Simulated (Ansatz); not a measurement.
# HfGe (quintet): wB97M-V, B2PLYP over vertical spin and charge gaps, def2-QZVPP

Aim: run HfGe (quintet) with these functionals over vertical spin and charge gaps, and hold them against the top wave-function level at the same points.

Program: Ansatz 0.2.0, Gaussian basis. Level of theory: def2-QZVPP, all electrons in the functionals, frozen cores in the correlation of double hybrids and RPA. These are calculated values, not measurements.

To be run: wB97M-V, B2PLYP, at charge 0, quintet; charge 0, triplet; charge 0, septet; charge 1, quartet; charge 1, sextet.

10 further runs of the same task are left out: 10 set aside as unsound or not needed.

**1. The geometry**

The geometry is a PBE0/def2-TZVP stationary point (not a proven minimum). No spin-orbit coupling is included. Elements past krypton take def2 core potentials. The filled d shell of Ge may be among the frozen orbitals whatever the setting's name suggests; the logs give the count.

2 atoms, charge 0, spin multiplicity 5.

Atoms are counted from 1 here; the program's logs count them from 0.

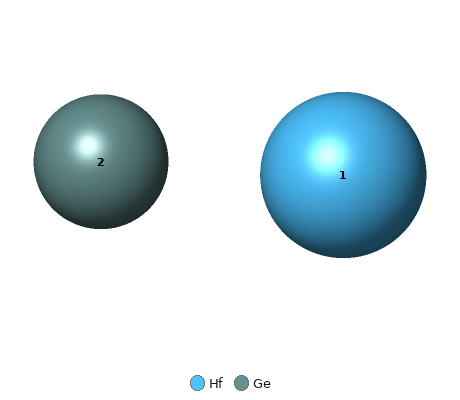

The structure; hafnium blue, germanium teal; atoms are numbered from 1 in the order of the file.

No dispersion term is added; wB97M-V holds VV10 nonlocal correlation.

The geometry shown and the zero of energy belong to the point charge 0, quintet. The yardstick, RCCSD(T), and other wave-function levels (R restricted, U unrestricted, valence and pair active spaces) come from earlier runs.

**2. wB97M-V, charge 0, quintet**

in.yaml

```yaml
crystal:
  periodic: [false, false, false]
  atoms:
    - {symbol: Hf, position_ang: [0.000000, 0.000000, 0.000000]}
    - {symbol: Ge, position_ang: [0.000000, 0.000000, 2.604800]}
basis:
  gaussian: {orbitals: "def2-QZVPP.json"}
magnetization: {spin_polarized: true, initial_magnetization: 4}
hamiltonian: {xc: {name: wB97M-V}}
output: {orbitals: {seedname: orbitals}}
```

Command:

```
$ ansatz run in.yaml --threads 2 --pin off --events-out ev --progress --plain --max-ram 24576MiB --backend cuda --devices 0, --max-vram 18GiB
```

The log of the run (excerpt; [...] marks lines left out):

```text
Functional definition: wB97M-V
  name "wB97M-V"
  cite "Mardirossian & Head-Gordon, J. Chem. Phys. 144, 214110 (2016) doi:10.1063/1.4952647"
  cite "Becke, J. Chem. Phys. 107, 8554 (1997) doi:10.1063/1.475007"
  cite "Vydrov & Van Voorhis, J. Chem. Phys. 133, 244103 (2010) doi:10.1063/1.3521275"
  # Of w^i u^j: cxij and so on, Table III.
[...]
  gx(w, u) = 1 - cx + cx01*u + cx10*w
  gss(w, u) = css00 + css04*u^4 + css10*w + css20*w^2 + css43*w^4*u^3
  gos(w, u) = cos00 + cos10*w + (cos20 + cos21*u)*w^2 + (cos60 + cos61*u)*w^6
[...]
      + integral(e_c_pw_mod_opposite_spin*gos(b97_w_opposite, b97_u_opposite)) + vv10(b, c)
952 factors; their error is unknown
187 factors; integrals over basis functions are off by at most 6.5e-5 eV
[...]
mean field -57816.30134810 eV, -2124.7098852463 hartree, gradient 2.8e-5 eV, S^2 6.059976; 3 other end points of the search recorded, 0 dependent functions left out
reference -57816.30138419 eV, -2124.7098865723 hartree; 24, 20 occupied and 146, 150 virtual orbitals, 952 factors
Total energy: -57816.30138419 eV, -2124.7098865723 hartree
```

It took 11 s on 1 × H100 (card shared with other runs) with 2 threads of AMD EPYC 7R13, shared host; peak host memory 1 GiB.

From the report: ⟨S²⟩ of the determinant 6.060 (pure quintet: 6.00).

**3. wB97M-V, charge 0, triplet**

Changes to in.yaml since step 2:

```diff
@@ -7,3 +7,3 @@
   gaussian: {orbitals: "def2-QZVPP.json"}
-magnetization: {spin_polarized: true, initial_magnetization: 4}
+magnetization: {spin_polarized: true, initial_magnetization: 2}
 hamiltonian: {xc: {name: wB97M-V}}
```

The command is unchanged.

The log of the run (excerpt; [...] marks lines left out):

```text
Functional definition: wB97M-V
  name "wB97M-V"
  cite "Mardirossian & Head-Gordon, J. Chem. Phys. 144, 214110 (2016) doi:10.1063/1.4952647"
  cite "Becke, J. Chem. Phys. 107, 8554 (1997) doi:10.1063/1.475007"
  cite "Vydrov & Van Voorhis, J. Chem. Phys. 133, 244103 (2010) doi:10.1063/1.3521275"
  # Of w^i u^j: cxij and so on, Table III.
[...]
  gx(w, u) = 1 - cx + cx01*u + cx10*w
  gss(w, u) = css00 + css04*u^4 + css10*w + css20*w^2 + css43*w^4*u^3
  gos(w, u) = cos00 + cos10*w + (cos20 + cos21*u)*w^2 + (cos60 + cos61*u)*w^6
[...]
      + integral(e_c_pw_mod_opposite_spin*gos(b97_w_opposite, b97_u_opposite)) + vv10(b, c)
952 factors; their error is unknown
187 factors; integrals over basis functions are off by at most 6.5e-5 eV
[...]
mean field -57816.24307818 eV, -2124.7077438661 hartree, gradient 8.5e-6 eV, S^2 2.438583; 4 other end points of the search recorded, 0 dependent functions left out
reference -57816.24311402 eV, -2124.7077451830 hartree; 23, 21 occupied and 147, 149 virtual orbitals, 952 factors
Total energy: -57816.24311402 eV, -2124.7077451830 hartree
```

It took 9 s on 1 × H100 (card shared with other runs) with 2 threads of AMD EPYC 7R13, shared host; peak host memory 1 GiB.

From the report: ⟨S²⟩ of the determinant 2.439 (pure triplet: 2.00).

From charge 0, quintet: +1.3 kcal/mol.

**4. wB97M-V, charge 0, septet**

Changes to in.yaml since step 3:

```diff
@@ -7,3 +7,3 @@
   gaussian: {orbitals: "def2-QZVPP.json"}
-magnetization: {spin_polarized: true, initial_magnetization: 2}
+magnetization: {spin_polarized: true, initial_magnetization: 6}
 hamiltonian: {xc: {name: wB97M-V}}
```

Launched as before.

The log of the run (excerpt; [...] marks lines left out):

```text
Functional definition: wB97M-V
  name "wB97M-V"
  cite "Mardirossian & Head-Gordon, J. Chem. Phys. 144, 214110 (2016) doi:10.1063/1.4952647"
  cite "Becke, J. Chem. Phys. 107, 8554 (1997) doi:10.1063/1.475007"
  cite "Vydrov & Van Voorhis, J. Chem. Phys. 133, 244103 (2010) doi:10.1063/1.3521275"
  # Of w^i u^j: cxij and so on, Table III.
[...]
  gx(w, u) = 1 - cx + cx01*u + cx10*w
  gss(w, u) = css00 + css04*u^4 + css10*w + css20*w^2 + css43*w^4*u^3
  gos(w, u) = cos00 + cos10*w + (cos20 + cos21*u)*w^2 + (cos60 + cos61*u)*w^6
[...]
      + integral(e_c_pw_mod_opposite_spin*gos(b97_w_opposite, b97_u_opposite)) + vv10(b, c)
952 factors; their error is unknown
187 factors; integrals over basis functions are off by at most 6.5e-5 eV
[...]
mean field -57814.76488866 eV, -2124.6534214033 hartree, gradient 1.1e-5 eV, S^2 12.002500; 7 other end points of the search recorded, 0 dependent functions left out
reference -57814.76492305 eV, -2124.6534226668 hartree; 25, 19 occupied and 145, 151 virtual orbitals, 952 factors
Total energy: -57814.76492305 eV, -2124.6534226668 hartree
```

Wall time 20 s (1 × H100 (card shared with other runs) with 2 threads of AMD EPYC 7R13, shared host); peak host memory 0.99 GiB.

From the report: ⟨S²⟩ of the determinant 12.002 (pure septet: 12.00).

From charge 0, quintet: +35.4 kcal/mol.

**5. wB97M-V, charge 1, quartet**

Changes to in.yaml since step 4:

```diff
@@ -7,3 +7,4 @@
   gaussian: {orbitals: "def2-QZVPP.json"}
-magnetization: {spin_polarized: true, initial_magnetization: 6}
+total_charge: 1
+magnetization: {spin_polarized: true, initial_magnetization: 3}
 hamiltonian: {xc: {name: wB97M-V}}
```

Same command.

The log of the run (excerpt; [...] marks lines left out):

```text
Functional definition: wB97M-V
  name "wB97M-V"
  cite "Mardirossian & Head-Gordon, J. Chem. Phys. 144, 214110 (2016) doi:10.1063/1.4952647"
  cite "Becke, J. Chem. Phys. 107, 8554 (1997) doi:10.1063/1.475007"
  cite "Vydrov & Van Voorhis, J. Chem. Phys. 133, 244103 (2010) doi:10.1063/1.3521275"
  # Of w^i u^j: cxij and so on, Table III.
[...]
  gx(w, u) = 1 - cx + cx01*u + cx10*w
  gss(w, u) = css00 + css04*u^4 + css10*w + css20*w^2 + css43*w^4*u^3
  gos(w, u) = cos00 + cos10*w + (cos20 + cos21*u)*w^2 + (cos60 + cos61*u)*w^6
[...]
      + integral(e_c_pw_mod_opposite_spin*gos(b97_w_opposite, b97_u_opposite)) + vv10(b, c)
952 factors; their error is unknown
187 factors; integrals over basis functions are off by at most 6.5e-5 eV
[...]
mean field -57809.92570585 eV, -2124.4755847151 hartree, gradient 6.6e-6 eV, S^2 3.780328; 3 other end points of the search recorded, 0 dependent functions left out
reference -57809.92574568 eV, -2124.4755861787 hartree; 23, 20 occupied and 147, 150 virtual orbitals, 952 factors
Total energy: -57809.92574568 eV, -2124.4755861787 hartree
```

Wall time 13 s (1 × H100 (card shared with other runs) with 2 threads of AMD EPYC 7R13, shared host); peak host memory 1 GiB.

From the report: ⟨S²⟩ of the determinant 3.780 (pure quartet: 3.75).

From charge 0, quintet: +147.0 kcal/mol.

**6. wB97M-V, charge 1, sextet**

Changes to in.yaml since step 5:

```diff
@@ -8,3 +8,3 @@
 total_charge: 1
-magnetization: {spin_polarized: true, initial_magnetization: 3}
+magnetization: {spin_polarized: true, initial_magnetization: 5}
 hamiltonian: {xc: {name: wB97M-V}}
```

Launched as before.

The log of the run (excerpt; [...] marks lines left out):

```text
Functional definition: wB97M-V
  name "wB97M-V"
  cite "Mardirossian & Head-Gordon, J. Chem. Phys. 144, 214110 (2016) doi:10.1063/1.4952647"
  cite "Becke, J. Chem. Phys. 107, 8554 (1997) doi:10.1063/1.475007"
  cite "Vydrov & Van Voorhis, J. Chem. Phys. 133, 244103 (2010) doi:10.1063/1.3521275"
  # Of w^i u^j: cxij and so on, Table III.
[...]
  gx(w, u) = 1 - cx + cx01*u + cx10*w
  gss(w, u) = css00 + css04*u^4 + css10*w + css20*w^2 + css43*w^4*u^3
  gos(w, u) = cos00 + cos10*w + (cos20 + cos21*u)*w^2 + (cos60 + cos61*u)*w^6
[...]
      + integral(e_c_pw_mod_opposite_spin*gos(b97_w_opposite, b97_u_opposite)) + vv10(b, c)
952 factors; their error is unknown
187 factors; integrals over basis functions are off by at most 6.5e-5 eV
[...]
mean field -57809.23459022 eV, -2124.4501866838 hartree, gradient 5.0e-5 eV, S^2 8.752800; 6 other end points of the search recorded, 0 dependent functions left out
reference -57809.23462949 eV, -2124.4501881271 hartree; 24, 19 occupied and 146, 151 virtual orbitals, 952 factors
Total energy: -57809.23462949 eV, -2124.4501881271 hartree
```

Wall time 9.5 s (1 × H100 (card shared with other runs) with 2 threads of AMD EPYC 7R13, shared host); peak host memory 1 GiB.

From the report: ⟨S²⟩ of the determinant 8.753 (pure sextet: 8.75).

From charge 0, quintet: +163.0 kcal/mol.

**7. B2PLYP, charge 0, quintet**

in.yaml

```yaml
crystal:
  periodic: [false, false, false]
  atoms:
    - {symbol: Hf, position_ang: [0.000000, 0.000000, 0.000000]}
    - {symbol: Ge, position_ang: [0.000000, 0.000000, 2.604800]}
basis:
  gaussian: {orbitals: "def2-QZVPP.json"}
magnetization: {spin_polarized: true, initial_magnetization: 4}
hamiltonian: {xc: {name: B2PLYP}}
correlation: {electrons: outside_noble_gas}
```

Same command.

The log of the run (excerpt; [...] marks lines left out):

```text
Functional definition: B2PLYP
  name "B2PLYP"
  cite "Grimme, J. Chem. Phys. 124, 034108 (2006) doi:10.1063/1.2148954"
  cite "Becke, Phys. Rev. A 38, 3098 (1988) doi:10.1103/PhysRevA.38.3098"
  cite "Lee, Yang & Parr, Phys. Rev. B 37, 785 (1988) doi:10.1103/PhysRevB.37.785"
[...]
1113 factors; integrals over basis functions are off by at most 5.2e-4 eV
[...]
mean field -57804.51369312 eV, -2124.2766969156 hartree, gradient 6.7e-6 eV, S^2 6.124764; 6 other end points of the search recorded, 0 dependent functions left out
18 core orbitals not correlated: weight in the atoms' cores, before any rotation towards them, 0.999 or more for the frozen orbitals, at most 0.001 for the correlated occupied ones
reference -57804.51380328 eV, -2124.2767009640 hartree; 6, 2 occupied and 146, 150 virtual orbitals, 1113 factors
second order -4.99052211 eV of doubles, -0.00000000 eV of singles
Total energy: -57805.86124425 eV, -2124.3262185062 hartree
```

Wall time 9.5 s (1 × H100 (card shared with other runs) with 2 threads of AMD EPYC 7R13, shared host); peak host memory 0.95 GiB.

From the report: ⟨S²⟩ of the determinant 6.125 (pure quintet: 6.00).

**8. B2PLYP, charge 0, triplet**

Changes to in.yaml since step 7:

```diff
@@ -7,3 +7,3 @@
   gaussian: {orbitals: "def2-QZVPP.json"}
-magnetization: {spin_polarized: true, initial_magnetization: 4}
+magnetization: {spin_polarized: true, initial_magnetization: 2}
 hamiltonian: {xc: {name: B2PLYP}}
```

Launched as before.

The log of the run (excerpt; [...] marks lines left out):

```text
Functional definition: B2PLYP
  name "B2PLYP"
  cite "Grimme, J. Chem. Phys. 124, 034108 (2006) doi:10.1063/1.2148954"
  cite "Becke, Phys. Rev. A 38, 3098 (1988) doi:10.1103/PhysRevA.38.3098"
  cite "Lee, Yang & Parr, Phys. Rev. B 37, 785 (1988) doi:10.1103/PhysRevB.37.785"
[...]
1113 factors; integrals over basis functions are off by at most 5.2e-4 eV
[...]
mean field -57804.35752034 eV, -2124.2709576717 hartree, gradient 1.1e-6 eV, S^2 2.835654; 28 other end points of the search recorded, 0 dependent functions left out
18 core orbitals not correlated: weight in the atoms' cores, before any rotation towards them, 0.999 or more for the frozen orbitals, at most 0.000 for the correlated occupied ones
reference -57804.35763149 eV, -2124.2709617565 hartree; 5, 3 occupied and 147, 149 virtual orbitals, 1113 factors
second order -5.46723249 eV of doubles, -0.00000000 eV of singles
Total energy: -57805.83378427 eV, -2124.3252093704 hartree
```

It took 61 s on 1 × H100 (card shared with other runs) with 2 threads of AMD EPYC 7R13, shared host; peak host memory 0.96 GiB.

From the report: ⟨S²⟩ of the determinant 2.836 (pure triplet: 2.00). The determinant is far from a pure spin state, so its energy mixes those of several spin states (harmless only where they are near-degenerate, as at dissociation).

From charge 0, quintet: +0.6 kcal/mol.

**9. B2PLYP, charge 0, septet**

Changes to in.yaml since step 8:

```diff
@@ -7,3 +7,3 @@
   gaussian: {orbitals: "def2-QZVPP.json"}
-magnetization: {spin_polarized: true, initial_magnetization: 2}
+magnetization: {spin_polarized: true, initial_magnetization: 6}
 hamiltonian: {xc: {name: B2PLYP}}
```

Same command.

The log of the run (excerpt; [...] marks lines left out):

```text
Functional definition: B2PLYP
  name "B2PLYP"
  cite "Grimme, J. Chem. Phys. 124, 034108 (2006) doi:10.1063/1.2148954"
  cite "Becke, Phys. Rev. A 38, 3098 (1988) doi:10.1103/PhysRevA.38.3098"
  cite "Lee, Yang & Parr, Phys. Rev. B 37, 785 (1988) doi:10.1103/PhysRevB.37.785"
[...]
1113 factors; integrals over basis functions are off by at most 5.2e-4 eV
[...]
mean field -57803.20623433 eV, -2124.2286486912 hartree, gradient 4.9e-6 eV, S^2 12.003003; 9 other end points of the search recorded, 0 dependent functions left out
18 core orbitals not correlated: weight in the atoms' cores, before any rotation towards them, 0.999 or more for the frozen orbitals, at most 0.001 for the correlated occupied ones
reference -57803.20634933 eV, -2124.2286529175 hartree; 7, 1 occupied and 145, 151 virtual orbitals, 1113 factors
second order -3.67796637 eV of doubles, -0.00000000 eV of singles
Total energy: -57804.19940025 eV, -2124.2651468657 hartree
```

Run time: 10 s. Hardware: 1 × H100 (card shared with other runs) with 2 threads of AMD EPYC 7R13, shared host; peak host memory 0.95 GiB.

From the report: ⟨S²⟩ of the determinant 12.003 (pure septet: 12.00).

From charge 0, quintet: +38.3 kcal/mol.

**10. B2PLYP, charge 1, quartet**

Changes to in.yaml since step 9:

```diff
@@ -7,3 +7,4 @@
   gaussian: {orbitals: "def2-QZVPP.json"}
-magnetization: {spin_polarized: true, initial_magnetization: 6}
+total_charge: 1
+magnetization: {spin_polarized: true, initial_magnetization: 3}
 hamiltonian: {xc: {name: B2PLYP}}
```

Same command.

The log of the run (excerpt; [...] marks lines left out):

```text
Functional definition: B2PLYP
  name "B2PLYP"
  cite "Grimme, J. Chem. Phys. 124, 034108 (2006) doi:10.1063/1.2148954"
  cite "Becke, Phys. Rev. A 38, 3098 (1988) doi:10.1103/PhysRevA.38.3098"
  cite "Lee, Yang & Parr, Phys. Rev. B 37, 785 (1988) doi:10.1103/PhysRevB.37.785"
[...]
1113 factors; integrals over basis functions are off by at most 5.2e-4 eV
[...]
mean field -57798.13763132 eV, -2124.0423809664 hartree, gradient 4.0e-6 eV, S^2 3.841339; 8 other end points of the search recorded, 0 dependent functions left out
18 core orbitals not correlated: weight in the atoms' cores, before any rotation towards them, 0.999 or more for the frozen orbitals, at most 0.000 for the correlated occupied ones
reference -57798.13774856 eV, -2124.0423852747 hartree; 5, 2 occupied and 147, 150 virtual orbitals, 1113 factors
second order -5.11832580 eV of doubles, -0.00000000 eV of singles
Total energy: -57799.51969652 eV, -2124.0931709257 hartree
```

Wall time 19 s (1 × H100 (card shared with other runs) with 2 threads of AMD EPYC 7R13, shared host); peak host memory 0.95 GiB.

From the report: ⟨S²⟩ of the determinant 3.841 (pure quartet: 3.75).

From charge 0, quintet: +146.2 kcal/mol.

**11. B2PLYP, charge 1, sextet**

Changes to in.yaml since step 10:

```diff
@@ -8,3 +8,3 @@
 total_charge: 1
-magnetization: {spin_polarized: true, initial_magnetization: 3}
+magnetization: {spin_polarized: true, initial_magnetization: 5}
 hamiltonian: {xc: {name: B2PLYP}}
```

Launched as before.

The log of the run (excerpt; [...] marks lines left out):

```text
Functional definition: B2PLYP
  name "B2PLYP"
  cite "Grimme, J. Chem. Phys. 124, 034108 (2006) doi:10.1063/1.2148954"
  cite "Becke, Phys. Rev. A 38, 3098 (1988) doi:10.1103/PhysRevA.38.3098"
  cite "Lee, Yang & Parr, Phys. Rev. B 37, 785 (1988) doi:10.1103/PhysRevB.37.785"
[...]
1113 factors; integrals over basis functions are off by at most 5.2e-4 eV
[...]
mean field -57797.85705244 eV, -2124.0320698825 hartree, gradient 5.9e-6 eV, S^2 8.753609; 6 other end points of the search recorded, 0 dependent functions left out
18 core orbitals not correlated: weight in the atoms' cores, before any rotation towards them, 0.999 or more for the frozen orbitals, at most 0.001 for the correlated occupied ones
reference -57797.85717256 eV, -2124.0320742968 hartree; 6, 1 occupied and 146, 151 virtual orbitals, 1113 factors
second order -3.62811101 eV of doubles, -0.00000000 eV of singles
Total energy: -57798.83676253 eV, -2124.0680735642 hartree
```

It took 7.5 s on 1 × H100 (card shared with other runs) with 2 threads of AMD EPYC 7R13, shared host; peak host memory 0.95 GiB.

From the report: ⟨S²⟩ of the determinant 8.754 (pure sextet: 8.75).

From charge 0, quintet: +162.0 kcal/mol.

**12. The comparison**

No level is safe as a reference over these points; RCCSD(T) serves as a yardstick only. It comes from earlier runs at the same points. Energies in kcal/mol, counted from charge 0, quintet; blanks weren't run or aren't comparable.

```csv
level,quintet to triplet,quintet to septet,ionisation to the quartet cation,ionisation to the sextet cation
RCCSD(T),-5.7,36.1,146.3,161.9
wB97M-V,1.3,35.4,147.0,163.0
B2PLYP,0.6,38.3,146.2,162.0
```

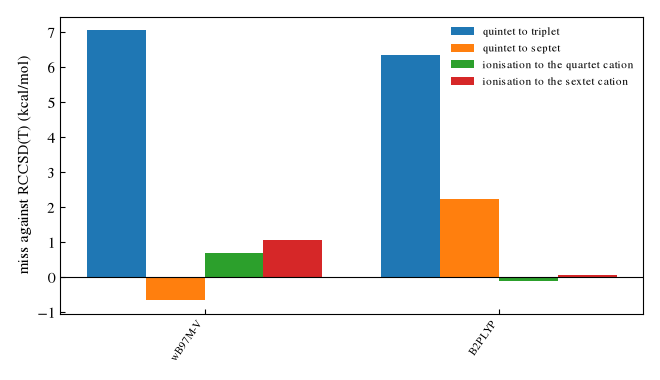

Misses of the gaps against RCCSD(T).

Largest miss and mean time a point (RCCSD(T) took 45 s a point; shared hosts):

```csv
level,largest miss (kcal/mol),where,time a point
wB97M-V,+7.1,quintet to triplet,12 s
B2PLYP,+6.4,quintet to triplet,22 s
```

**13. What came out**

| quantity | value |
| --- | --- |
| quintet to triplet, RCCSD(T) | -5.7 kcal/mol |
| quintet to septet, RCCSD(T) | 36.1 kcal/mol |
| ionisation to the quartet cation, RCCSD(T) | 146.3 kcal/mol |
| ionisation to the sextet cation, RCCSD(T) | 161.9 kcal/mol |
| largest miss, wB97M-V | +7.1 kcal/mol (quintet to triplet) |
| largest miss, B2PLYP | +6.4 kcal/mol (quintet to triplet) |

What this shows: Of the functionals, B2PLYP keep the smallest largest miss at the points compared (at most 6.4 kcal/mol) and wB97M-V strays most (7.1 kcal/mol, at quintet to triplet). wB97M-V, B2PLYP clearly break the spin symmetry at some points (⟨S²⟩ up to 0.84 above the pure value), so energy there is bought with a mixed spin. Functionals and the yardstick converge differently with the basis, so part of each miss in def2-QZVPP is the basis. The yardstick itself may be off where one determinant is a poor start.
